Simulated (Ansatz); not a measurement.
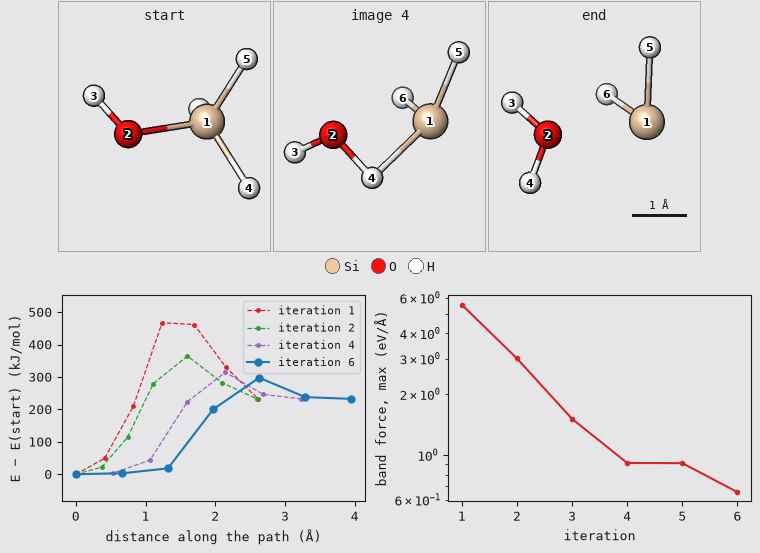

A nudged-elastic-band calculation for SiH4O. Images are numbered from 0 (start) to 6 (end). The plot follows the band through its iterations. The picture is a ball-and-stick view, seen at a tilt.

All numbers below come from RKS r2SCANh/def2-SVP (Ansatz).

Input
```yaml
crystal:
  periodic: [false, false, false]
  atoms:
    - { symbol: Si, position_ang: [0.301815, -0.020953, 0.08198] }
    - { symbol: O, position_ang: [0.59269, -0.113768, 1.716477] }
    - { symbol: H, position_ang: [-0.170186, -0.171875, 2.297085] }
    - { symbol: H, position_ang: [1.630577, 0.054719, -0.573053] }
    - { symbol: H, position_ang: [-0.499161, 1.187657, -0.278126] }
    - { symbol: H, position_ang: [-0.435235, -1.217181, -0.425762] }
basis:
  gaussian: { orbitals: def2-SVP }
hamiltonian:
  xc: r2scanh
neb:
  order_check: false
  images: 5
  f_tol: 0.05
  max_iterations: 6
  final_atoms:
    - { symbol: Si, position_ang: [0.03686555, 0.18821556, -0.73385959] }
    - { symbol: O, position_ang: [0.942933, 0.14401884, 1.12511948] }
    - { symbol: H, position_ang: [0.40196071, -0.30916486, 1.78500102] }
    - { symbol: H, position_ang: [1.78730562, -0.32280072, 1.0864998] }
    - { symbol: H, position_ang: [-1.02251509, 1.10204986, -0.11988958] }
    - { symbol: H, position_ang: [-0.72604979, -1.08371969, -0.32427014] }
  initial_path:
    images:
      - { positions_ang: [[0.301815, -0.020953, 0.08198], [0.59269, -0.113768, 1.716477], [-0.170186, -0.171875, 2.297085], [1.630577, 0.054719, -0.573053], [-0.499161, 1.187657, -0.278126], [-0.435235, -1.217181, -0.425762]] }
      - { positions_ang: [[0.20201424, -0.01390904, 0.05425661], [0.73931693, -0.07599078, 1.6681204], [-0.07301191, -0.2085458, 2.16597226], [1.63030325, 0.03646331, -0.27321868], [-0.56034215, 1.18903663, -0.34891563], [-0.51778036, -1.20845532, -0.44761397]] }
      - { positions_ang: [[0.10221347, -0.00686507, 0.02653323], [0.88594385, -0.03821355, 1.61976381], [0.02416219, -0.2452166, 2.03485953], [1.63002951, 0.01820761, 0.02661563], [-0.6215233, 1.19041626, -0.41970526], [-0.60032572, -1.19972964, -0.46946594]] }
      - { positions_ang: [[0.00241271, 0.00017889, -0.00119016], [1.03257078, -0.00043633, 1.57140721], [0.12133628, -0.28188741, 1.90374679], [1.62975576, -4.808e-05, 0.32644995], [-0.68270444, 1.19179589, -0.49049489], [-0.68287108, -1.19100397, -0.49131791]] }
      - { positions_ang: [[0.01389699, 0.06285778, -0.2454133], [1.00269152, 0.0477154, 1.42264464], [0.21487776, -0.29097989, 1.86416487], [1.68227238, -0.10763229, 0.5797999], [-0.79597466, 1.16188054, -0.36695978], [-0.69726399, -1.15524254, -0.43563532]] }
      - { positions_ang: [[0.02538127, 0.12553667, -0.48963645], [0.97281226, 0.09586712, 1.27388206], [0.30841923, -0.30007237, 1.82458294], [1.734789, -0.21521651, 0.83314985], [-0.90924487, 1.1319652, -0.24342468], [-0.71165689, -1.11948111, -0.37995273]] }
      - { positions_ang: [[0.03686555, 0.18821556, -0.73385959], [0.942933, 0.14401884, 1.12511948], [0.40196071, -0.30916486, 1.78500102], [1.78730562, -0.32280072, 1.0864998], [-1.02251509, 1.10204986, -0.11988958], [-0.72604979, -1.08371969, -0.32427014]] }
```

Launched with:
```bash
ansatz run input.yaml --threads 1 --pin off --max-ram 2048MiB --backend cpu --events-out ev --progress --plain --runs-dir out
```

How did the profile develop, and is the result final?

Answer. The result isn't final. The band hadn't converged when the run stopped after 6 iterations. The largest component of the band force went from 5.5 to 0.66 eV/Å. The barrier read from it is provisional: over the last two iterations the highest image moved from 314.3 kJ/mol to 297.6 kJ/mol. The iteration limit was low. The first iteration put the highest image at 467.5 kJ/mol. The highest point, image 4, lies 297.6 kJ/mol above the start and 65.3 kJ/mol above the end; the end is at +232.3 kJ/mol relative to the start.
